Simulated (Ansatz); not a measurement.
## How methods differ on C2HBF2 (SMILES C#CB(F)F)

C2HBF2: 6 atoms, total charge 0, spin state singlet. SMILES: `C#CB(F)F`. Geometry: optimised at B3LYP/def2-SVP.

```xyz
6

C    -0.8901    0.4542    1.2623
C    -0.2182    0.1063    0.3106
B     0.6260   -0.3313   -0.8841
F     0.1587   -1.1842   -1.7764
F     1.8499    0.1294   -1.0626
H    -1.4843    0.7617    2.1041
```

Quantity: the dissociation energy of the H6–C1 bond into doublet H and doublet C2BF2 (shapes relaxed at B3LYP/def2-SVP, no zero-point term), in eV. The values are calculated.

```json
{"level": "HF/def2-SVP", "kind": "Hartree–Fock", "program": "Ansatz", "value (eV)": "4.57", "CPU time (all runs)": "3.6 s"}
{"level": "SVWN5/def2-SVP", "kind": "LDA", "program": "Ansatz", "value (eV)": "6.47", "CPU time (all runs)": "2.1 s"}
{"level": "PBE/def2-SVP", "kind": "GGA", "program": "Ansatz", "value (eV)": "5.90", "CPU time (all runs)": "5.3 s"}
{"level": "r2SCAN/def2-SVP", "kind": "meta-GGA", "program": "Ansatz", "value (eV)": "5.82", "CPU time (all runs)": "8.7 s"}
{"level": "B3LYP/def2-SVP", "kind": "global hybrid", "program": "Ansatz", "value (eV)": "6.01", "CPU time (all runs)": "5.7 s"}
{"level": "CAM-B3LYP/def2-SVP", "kind": "range-separated hybrid", "program": "Ansatz", "value (eV)": "6.05", "CPU time (all runs)": "8 s"}
{"level": "B2PLYP/def2-SVP", "kind": "double hybrid", "program": "Ansatz", "value (eV)": "5.98", "CPU time (all runs)": "7.1 s"}
{"level": "RPA@PBE/def2-SVP", "kind": "RPA", "program": "Ansatz", "value (eV)": "5.75", "CPU time (all runs)": "9.9 s"}
```

The values span 4.57 to 6.47 eV. Spin contamination of the reference (⟨S²⟩ at least 0.1 too high) touches HF/def2-SVP. Hartree–Fock misses the correlation of the electron pair that is broken and comes out low. Measured bond enthalpies also hold zero-point and thermal terms, a few tenths of an eV less. CPU times are rough (shared hosts, several kinds of processor): they show what a rung costs within a factor of a few.

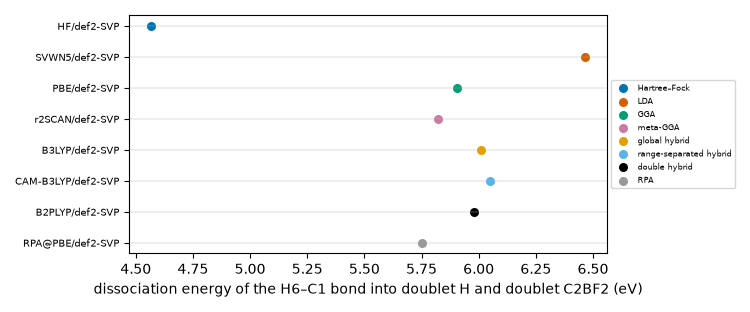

The values of the table, level by level.
